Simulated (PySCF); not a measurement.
**Two runs on C3H9P**

System: C3H9P (trimethylphosphine), SMILES CP(C)C.
Method of run 1: GIAO PBE0/pcSseg-1 NMR shielding, non-relativistic, IEF-PCM benzene (PySCF 2.14.0).

The geometry comes from this level: PBE0-D3(BJ)/def2-SVP. Text and figures count atoms from 1; the logs count them from 0 in places.

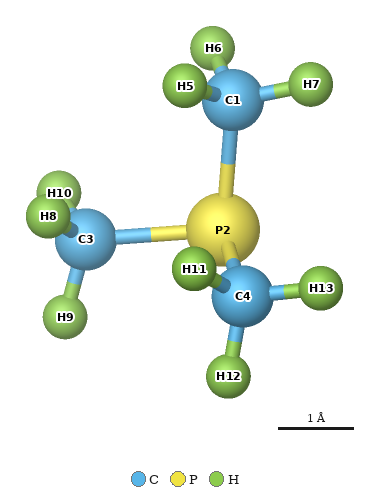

Fig. 1: The input geometry (ball-and-stick view, seen at a tilt; atoms are numbered from 1 in the order of the input). Bond lengths as drawn: C–H 1.10 Å and C–P 1.85 Å.

## Input file, run 1
```
{"job": {"kind": "nmr", "xc": "PBE0", "basis": "pcSseg-1", "solvent": "benzene", "pop": true}, "charge": 0, "multiplicity": 1}
C     -0.499588     1.517616     0.390643
P     -0.154472    -0.202891     0.977565
C      1.562850    -0.404516     0.319193
C     -1.083344    -1.149296    -0.312971
H     -0.274182     1.653188    -0.680411
H      0.102217     2.232150     0.972870
H     -1.559574     1.758766     0.563388
H      1.639699    -0.146381    -0.750318
H      1.888698    -1.446941     0.456943
H      2.252526     0.236376     0.889484
H     -0.823343    -0.834445    -1.337658
H     -0.869789    -2.223828    -0.206891
H     -2.164787    -1.009455    -0.162637
```

The first line tells a small driver script what to run in PySCF; the rest is the geometry in Å.

Launched with:
```bash
OMP_NUM_THREADS=1 python <driver script> task.json out
```

Hardware: 1 CPU thread, shared host.

## Output (run 1)
```
coarse grid: 10464 points
cycle   1  E = -460.7209569509  dE =  1.946e-02  |g| = 3.902e-01  |ddm| = 2.982e+00
cycle   2  E = -460.7120311946  dE =  8.926e-03  |g| = 4.333e-01  |ddm| = 6.632e-01
cycle   3  E = -460.7606983144  dE = -4.867e-02  |g| = 2.102e-02  |ddm| = 3.329e-01
cycle   4  E = -460.7608202615  dE = -1.219e-04  |g| = 6.169e-03  |ddm| = 3.587e-02
cycle   5  E = -460.7608312316  dE = -1.097e-05  |g| = 1.674e-03  |ddm| = 1.095e-02
cycle   6  E = -460.7608317845  dE = -5.529e-07  |g| = 3.314e-04  |ddm| = 2.549e-03
final grid: 93904 points
cycle   7  E = -460.7850506418  dE = -1.864e-05  |g| = 7.468e-03  |ddm| = 2.381e-02
cycle   8  E = -460.7850452424  dE =  5.399e-06  |g| = 8.831e-03  |ddm| = 1.148e-02
cycle   9  E = -460.7850647944  dE = -1.955e-05  |g| = 1.540e-04  |ddm| = 6.267e-03
cycle  10  E = -460.7850648003  dE = -5.889e-09  |g| = 4.439e-05  |ddm| = 2.725e-04
cycle  11  E = -460.7850648008  dE = -5.371e-10  |g| = 1.187e-05  |ddm| = 8.032e-05
converged SCF energy = -460.7850648008

GIAO shielding tensors (ppm)
atom      isotropic    diamagn.    paramagn.     s11        s22        s33       span
  0 C      166.441     253.040     -86.599    154.265    159.640    185.417     31.152
  1 P      395.971     966.086    -570.115    370.876    408.436    408.599     37.723
  2 C      166.432     253.037     -86.605    154.034    159.851    185.412     31.378
  3 C      166.413     253.063     -86.650    154.134    159.706    185.399     31.266
  4 H       30.575      31.608      -1.033     27.015     28.617     36.092      9.076
  5 H       30.243      30.268      -0.025     26.022     27.253     37.455     11.433
  6 H       30.253      30.309      -0.055     26.035     27.276     37.449     11.415
  7 H       30.578      31.602      -1.025     27.014     28.620     36.099      9.085
  8 H       30.237      30.284      -0.047     26.016     27.249     37.447     11.432
  9 H       30.247      30.276      -0.030     26.029     27.268     37.443     11.414
 10 H       30.572      31.629      -1.056     27.012     28.618     36.088      9.076
 11 H       30.242      30.320      -0.078     26.025     27.254     37.448     11.423
 12 H       30.249      30.331      -0.082     26.029     27.270     37.447     11.418
```

For run 2 the input was changed thus:
```diff
-"solvent": "benzene"
-"pop": true
+"solvent": "tetrahydrofuran"
+"pop": false
```

Predict how the results change.

The total energy of run 2 is 1.1 kcal/mol lower: the change of the electrostatic solvation energy at this fixed geometry, without cavity or dispersion terms. The HOMO goes from −6.41 to −6.47 eV. The LUMO goes from 1.49 to 1.57 eV. The dipole moment goes from 1.48 to 1.69 D. Of all shieldings, the largest change is that of P2, by +1.0 ppm. The number of SCF iterations is the same.

## Output (run 2)
```
coarse grid: 10464 points
cycle   1  E = -460.7230192902  dE =  1.754e-02  |g| = 3.887e-01  |ddm| = 2.982e+00
cycle   2  E = -460.7144854001  dE =  8.534e-03  |g| = 4.302e-01  |ddm| = 6.607e-01
cycle   3  E = -460.7624532240  dE = -4.797e-02  |g| = 1.890e-02  |ddm| = 3.262e-01
cycle   4  E = -460.7625522613  dE = -9.904e-05  |g| = 5.347e-03  |ddm| = 3.262e-02
cycle   5  E = -460.7625602319  dE = -7.971e-06  |g| = 1.641e-03  |ddm| = 1.035e-02
final grid: 93904 points
cycle   6  E = -460.7867667077  dE = -1.886e-05  |g| = 7.670e-03  |ddm| = 2.608e-02
cycle   7  E = -460.7867617346  dE =  4.973e-06  |g| = 8.933e-03  |ddm| = 1.198e-02
cycle   8  E = -460.7867814017  dE = -1.967e-05  |g| = 2.049e-04  |ddm| = 6.439e-03
cycle   9  E = -460.7867814122  dE = -1.044e-08  |g| = 7.924e-05  |ddm| = 4.011e-04
cycle  10  E = -460.7867814138  dE = -1.622e-09  |g| = 1.396e-05  |ddm| = 1.063e-04
cycle  11  E = -460.7867814138  dE = -4.320e-11  |g| = 3.606e-06  |ddm| = 2.537e-05
converged SCF energy = -460.7867814138

GIAO shielding tensors (ppm)
atom      isotropic    diamagn.    paramagn.     s11        s22        s33       span
  0 C      166.982     253.107     -86.125    155.100    159.960    185.886     30.786
  1 P      396.962     966.350    -569.389    369.714    410.500    410.672     40.957
  2 C      166.978     253.104     -86.125    154.879    160.173    185.883     31.004
  3 C      166.957     253.130     -86.173    154.972    160.029    185.871     30.898
  4 H       30.476      31.561      -1.085     26.846     28.526     36.055      9.209
  5 H       30.220      30.241      -0.022     25.952     27.229     37.478     11.525
  6 H       30.229      30.282      -0.053     25.964     27.252     37.471     11.508
  7 H       30.478      31.555      -1.077     26.844     28.529     36.062      9.218
  8 H       30.214      30.258      -0.044     25.947     27.225     37.470     11.524
  9 H       30.223      30.250      -0.027     25.959     27.244     37.466     11.507
 10 H       30.474      31.582      -1.108     26.842     28.527     36.051      9.209
 11 H       30.219      30.294      -0.075     25.956     27.231     37.471     11.515
 12 H       30.225      30.304      -0.080     25.959     27.246     37.470     11.511
```

## The two runs side by side

| quantity | run 1 | run 2 |
| --- | --- | --- |
| outcome | converged | converged |
| total energy (hartree) | −460.785065 | −460.786781 |
| HOMO (eV) | −6.41 | −6.47 |
| LUMO (eV) | 1.49 | 1.57 |
| dipole moment (D) | 1.48 | 1.69 |
| shielding of C1 (ppm) | 166.4 | 167.0 |
| shielding of P2 (ppm) | 396.0 | 397.0 |
| shielding of C3 (ppm) | 166.4 | 167.0 |
| shielding of C4 (ppm) | 166.4 | 167.0 |
| shielding of H5 (ppm) | 30.6 | 30.5 |
| shielding of H8 (ppm) | 30.6 | 30.5 |
| shielding of H11 (ppm) | 30.6 | 30.5 |
| SCF iterations | 11 | 11 |
| basis functions | 120 | 120 |
| wall time (shared host) | 6.7 s | 5.5 s |
